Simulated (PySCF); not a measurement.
Vertical excitations of a molecule C3H8BNO from PySCF 2.14.0 with TDA-PBE/def2-SVPD, as energy in eV (oscillator strength): 5.86 (0.016), 6.28 (0.011), 6.60 (0.008), 6.86 (0.000), 6.92 (0.022), 6.94 (0.016), 7.22 (0.003), 7.35 (0.021), 7.39 (0.045), 7.47 (0.012). Lowest triplet (TDA): 5.69 eV. Geometry optimised at TPSSh-D3(BJ)/def2-SVP. One conformer was computed; it need not be the lowest.

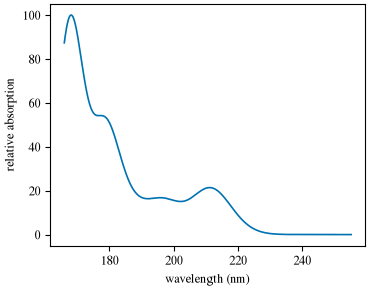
*The lines broadened by 0.4 eV.*

Q: Which molecule gave these data?
A. OB1CCCN1
B. C=CB(O)NC
C. C[C@H]1COB1N
D. C/C=N/B(C)O

A: C, C[C@H]1COB1N
